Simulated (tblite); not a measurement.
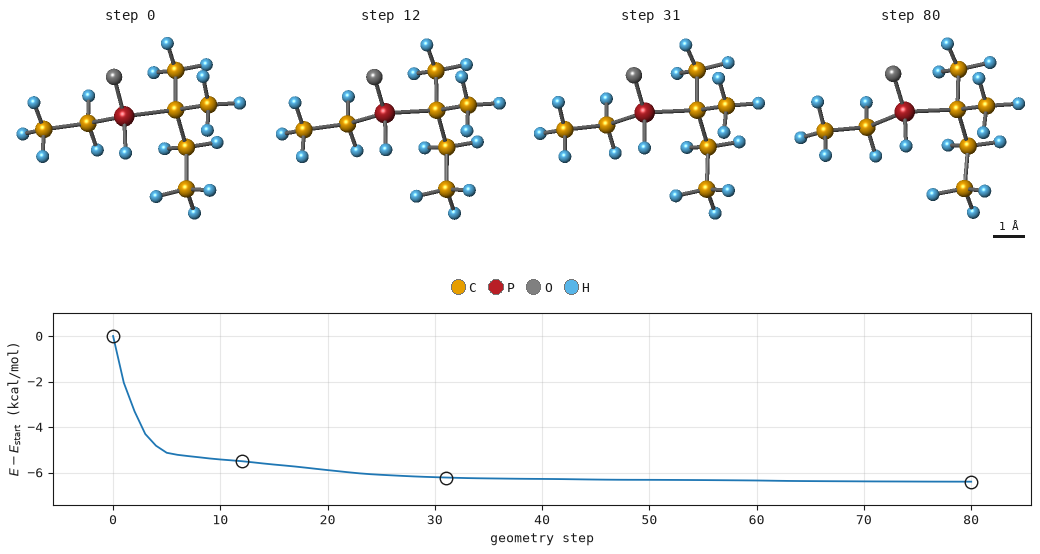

Frames of a relaxation of C7H17OP, marked on the history of the run. A ball-and-stick model, seen face on.

All numbers below come from tblite, GFN2-xTB geometry optimisation, gas phase. 

Question: Describe the path.

Answer: After 80 geometry steps the energy has fallen by 6.40 kcal/mol. The largest move after the best rigid fit is that of an H atom, 0.28 Å. Largest moves by element: H 0.28 Å, P 0.21 Å, O 0.18 Å, C 0.14 Å. Some distances before and after: O–P 1.494 → 1.465 Å, C–C 1.552 → 1.530 Å, H–P 1.418 → 1.397 Å, C–P 1.878 → 1.859 Å. Bond angles that change, for instance: C–P–C 104.0° → 110.0°, C–P–H 109.3° → 103.3°, O–P–H 117.7° → 112.2°. From step 0 to 12: an H atom moves most (0.13 Å), energy −5.50 kcal/mol. From step 12 to 31: an H atom moves most (0.18 Å), energy −0.72 kcal/mol. From step 31 to 80: an H atom moves most (0.15 Å), energy −0.18 kcal/mol.

```csv
step,"E − E(0), kcal/mol"
0,0.00
1,-2.05
2,-3.31
3,-4.31
4,-4.82
5,-5.13
6,-5.22
7,-5.28
8,-5.33
9,-5.38
10,-5.43
14,-5.60
17,-5.74
21,-5.94
25,-6.10
28,-6.17
32,-6.23
36,-6.26
39,-6.28
43,-6.30
47,-6.32
51,-6.32
54,-6.33
58,-6.34
62,-6.36
65,-6.38
69,-6.39
73,-6.39
76,-6.40
80,-6.40
```
